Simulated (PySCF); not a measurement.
# Run report: Xe²⁺, atomic calculation

System: Xe²⁺, configuration 1s2 2s2 2p6 3s2 3p6 3d10 4s2 4p6 4d10 5s2 5p3 6s1, multiplicity 5.
Method: unrestricted PBE, dyall-av2z, non-relativistic, point nucleus (PySCF).

## Results in brief

```tsv
quantity	value
outcome	converged
total energy	−7232.4565 hartree
kinetic energy	7230.0064 hartree
⟨S²⟩	6.000
SCF iterations	6
hardware	1 CPU thread, shared host
CPU time	4.1 s (integrals apart)
```

## Remarks

The driver held the occupations shell by shell, and empty d levels lie below the filled 6s. The script shown fixes the counts by irreducible representation only, so by itself it can fall to another configuration. Relativity is left out, which matters for an atom this heavy. This is not the ground configuration of the species.

## Input
```python
from pyscf import gto, scf, dft, mp, cc
import basis_set_exchange as bse
mol = gto.M(atom="Xe 0 0 0", charge=2, spin=4, symmetry="D2h",
            basis=gto.basis.parse(bse.get_basis("dyall-av2z", elements=["Xe"], fmt="nwchem")))
mf = dft.UKS(mol, xc="PBE")
mf.irrep_nelec = {'Ag': (10, 9), 'B1g': (2, 2), 'B2g': (2, 2), 'B3g': (2, 2), 'B1u': (4, 3), 'B2u': (4, 3), 'B3u': (4, 3)}
mf.kernel()
```

The script is an equivalent of what the driver set up; the driver started from orbitals of its own, so the log can be shorter than this script's would be, and it computed the properties (radii, ⟨L²⟩, response) afterwards. It held the occupations shell by shell, which the script's counts by irreducible representation don't always enforce.

## Output (extracts)
```
damping factor = 0
level_shift factor = 0
DIIS = <class 'pyscf.scf.diis.CDIIS'>
diis_start_cycle = 1
diis_space = 10
diis_damp = 0
SCF conv_tol = 1e-09
SCF conv_tol_grad = None
number electrons alpha = 28  beta = 24
XC functionals = PBE
    J. P. Perdew, K. Burke, and M. Ernzerhof.,  Phys. Rev. Lett. 77, 3865 (1996)
    J. P. Perdew, K. Burke, and M. Ernzerhof.,  Phys. Rev. Lett. 78, 1396 (1997)
    J. P. Perdew, K. Burke, and M. Ernzerhof.,  Phys. Rev. Lett. 77, 3865 (1996)
    J. P. Perdew, K. Burke, and M. Ernzerhof.,  Phys. Rev. Lett. 78, 1396 (1997)
cycle= 1 E= -7232.4562928701  delta_E= -0.0281  |g|= 0.0401  |ddm|= 0.911
cycle= 2 E= -7232.45642741614  delta_E= -0.000135  |g|= 0.0351  |ddm|= 0.139
cycle= 3 E= -7232.45654900476  delta_E= -0.000122  |g|= 0.00401  |ddm|= 0.0432
cycle= 4 E= -7232.45654966953  delta_E= -6.65e-07  |g|= 0.000348  |ddm|= 0.00809
cycle= 5 E= -7232.45654968352  delta_E= -1.4e-08  |g|= 1.13e-05  |ddm|= 0.000282
cycle= 6 E= -7232.45654968357  delta_E= -5.46e-11  |g|= 1.7e-06  |ddm|= 3.81e-05
converged SCF energy = -7232.45654968357  <S^2> = 6.0004086  2S+1 = 5.0001634
```

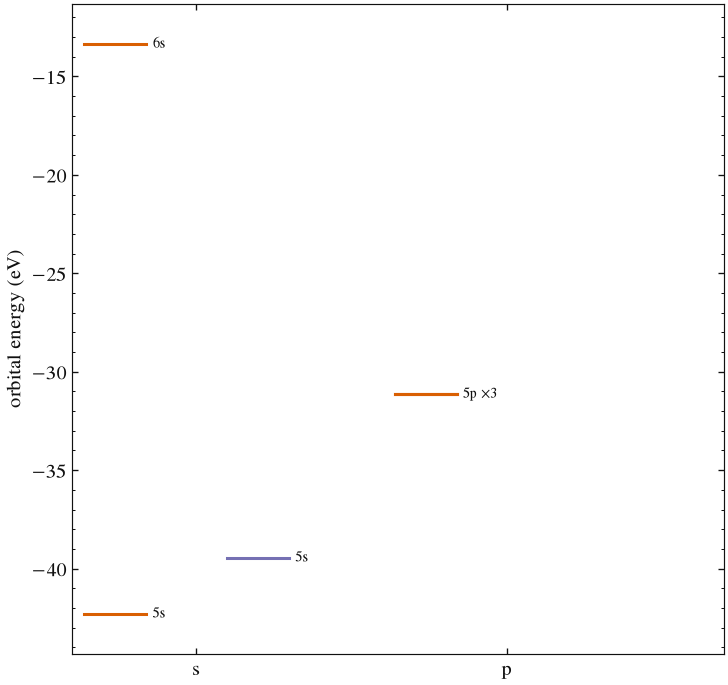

Figure 1. Orbital energies of the mean field, from the top down to −42.3 eV, by angular momentum, α spin at the left of each column and β at the right; ×n counts the orbitals under one label. Empty levels that the record names by l alone aren't drawn. The highest filled orbital is 6s α at −13.4 eV, the lowest empty one p β at −28.2 eV.
